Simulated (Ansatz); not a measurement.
# r2SCAN/STO-3G run of SiS (SMILES [Si-]#[S+])

Aim: the electronic atomisation energy of SiS at r2SCAN/STO-3G, from 3 runs. 

The calculation is run with Ansatz 0.2.0.

48 further runs of the same task are left out: 13 that didn't finish, 35 set aside as unsound or not needed.

### Step 1. Starting point

The species is SiS (2 atoms), meant as a singlet with charge 0. SMILES: `[Si-]#[S+]`. Geometry: the measured bond length.

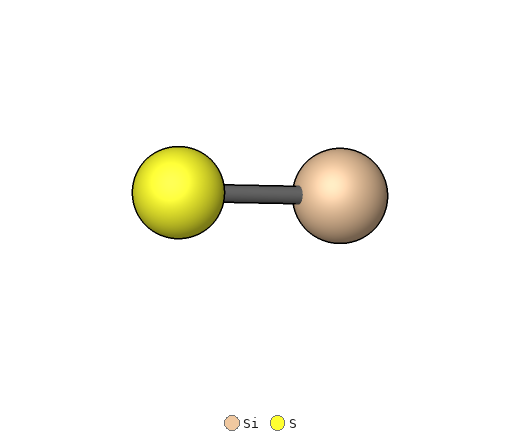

Viewed from a chosen angle; silicon light orange, sulfur yellow.

### Step 2. The energy at r2SCAN/STO-3G

molecule.yaml reads:

```yaml
crystal:
  periodic: [false, false, false]
  atoms:
    - {symbol: Si, position_ang: [0.000000, 0.000000, 0.000000]}
    - {symbol: S, position_ang: [0.000000, 0.000000, 1.929321]}
basis:
  gaussian:
    orbitals: STO-3G
hamiltonian:
  xc: r2scan
accuracy: high
```

Run with:

```sh
$ ansatz run molecule.yaml --threads 1 --pin off --max-ram 2610MiB --events-out events.jsonl --progress --plain --runs-dir runs
```

The log of the run:

```text
Warning: RAYON_NUM_THREADS=1 ignored (pool sized by the plan → 1); use --threads N
Functional definition: r2SCAN
  name "r2SCAN"
  parameter k0 = 0.174
  parameter k1 = 0.065
  parameter a1 = 4.9479
  exchange = r2scan_x(k0 = k0, k1 = k1, a1 = a1)
  correlation = r2scan_c
299 factors; integrals over basis functions are off by at most 1.2e-8 eV
mean field evaluation 1: about -18497.7722 eV, gradient 2.1e1 eV
mean field evaluation 2: about -18457.5147 eV, gradient 9.9e1 eV
mean field evaluation 4: about -18499.8616 eV, gradient 1.4e-1 eV
mean field evaluation 8: about -18499.8457 eV, gradient 1.1e-3 eV
mean field evaluation 16: about -18499.8457 eV, gradient 1.4e-8 eV
mean field -18499.84571266 eV, -679.8567902944 hartree, gradient 1.4e-8 eV, S^2 0.000000; 0 other end points of the search recorded, 0 dependent functions left out
reference -18499.84571293 eV, -679.8567903045 hartree; 15, 15 occupied and 3, 3 virtual orbitals, 299 factors
Total energy: -18499.84571293 eV, -679.8567903045 hartree
```

It took 2.9 s on 1 thread of Arm Neoverse N1, shared host; peak memory 0.12 GiB.

### Step 3. The S atom

job.yaml reads:

```yaml
basis:
  gaussian:
    orbitals: STO-3G
crystal:
  periodic: [false, false, false]
  atoms:
    - {symbol: S, position_ang: [0.000000, 0.000000, 0.000000]}
magnetization:
  spin_polarized: true
  initial_magnetization: 2
hamiltonian:
  xc: {name: r2SCAN}
accuracy: high
```

Run the same way, it converges to -393.65620 Eh (log not shown).

### Step 4. The Si atom, same level

in.yaml reads:

```yaml
crystal:
  periodic: [false, false, false]
  atoms:
    - symbol: Si
      position_ang: [0.000000, 0.000000, 0.000000]
basis:
  gaussian: {orbitals: STO-3G}
magnetization: {spin_polarized: true, initial_magnetization: 2}
hamiltonian: {xc: {name: r2SCAN}}
accuracy: high
```

Run the same way, it converges to -285.91246 Eh (log not shown).

### Step 5. Summary of results

At r2SCAN/STO-3G:

```
                     quantity          value
       molecule: total energy  -679.85679 Eh
         S atom: total energy  -393.65620 Eh
                 S atom: ⟨S²⟩          2.000
        Si atom: total energy  -285.91246 Eh
                Si atom: ⟨S²⟩          2.000
electronic atomisation energy       7.840 eV
```

In words: Taking the molecule apart into free atoms costs 7.84 eV (181 kcal/mol), before zero-point energy and without spin-orbit coupling. In a minimal basis such a difference can be off by several eV, whatever the method.
